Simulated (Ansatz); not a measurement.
Input

```
crystal:
  periodic: [false, false, false]
  atoms:
    - {symbol: N, position_ang: [-0.743429, 1.970740, -0.441509]}
    - {symbol: Zn, position_ang: [-0.082027, 0.323414, -0.059250]}
    - {symbol: C, position_ang: [0.736326, -1.394233, 0.381862]}
    - {symbol: F, position_ang: [-0.175080, -2.436749, 0.181181]}
    - {symbol: H, position_ang: [-0.950158, 2.211153, -1.399851]}
    - {symbol: H, position_ang: [-1.460601, 2.365268, 0.149211]}
    - {symbol: H, position_ang: [1.060541, -1.437938, 1.426721]}
    - {symbol: H, position_ang: [1.614428, -1.601655, -0.238344]}
basis:
  gaussian: {orbitals: def2-TZVPP}
hamiltonian: {xc: pbe0, dispersion: d4}
output: {orbitals: {seedname: orbitals}}
```

Run with:

```sh
ansatz run in.yaml --threads 2 --pin off --events-out ev --progress --plain --max-ram 4352MiB
```

Geometry: PBE0-D4/def2-TZVP.

Level of theory: Ansatz 0.2.0, RKS PBE0-D4/def2-TZVPP.

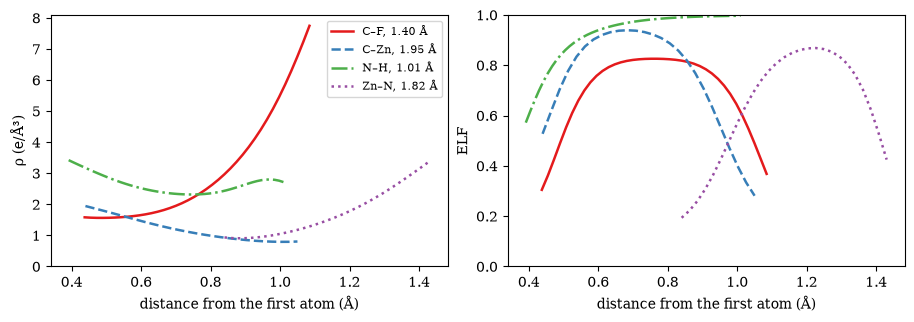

CH₄FNZn (SMILES [NH2][Zn][CH2]F). Total electron density and electron localisation function along straight lines between neighbouring atoms. The curves leave out the atomic cores.

What can be read from the curves?

Answer. C–F (1.40 Å): ρ is about 2 e/Å³ halfway, with its minimum of 1.6 e/Å³ about 0.5 Å from C; the ELF peaks at about 0.85 between the atoms: a polar covalent bond.
C–Zn (1.95 Å): the density is about 0.8 e/Å³ at the midpoint; the ELF peaks at about 0.95 in the valence shell of C, 0.7 Å from its nucleus, and is about 0.45 at the midpoint.
N–H (1.01 Å): the density is about 2.9 e/Å³ at the midpoint; the ELF climbs to about 1 towards the hydrogen, as it does in any bond to H: a covalent bond by its length.
Zn–N (1.82 Å): ρ at the midpoint is about 0.91 e/Å³; the ELF peaks at about 0.85 in the valence shell of N, 0.6 Å from its nucleus, and is about 0.30 at the midpoint.
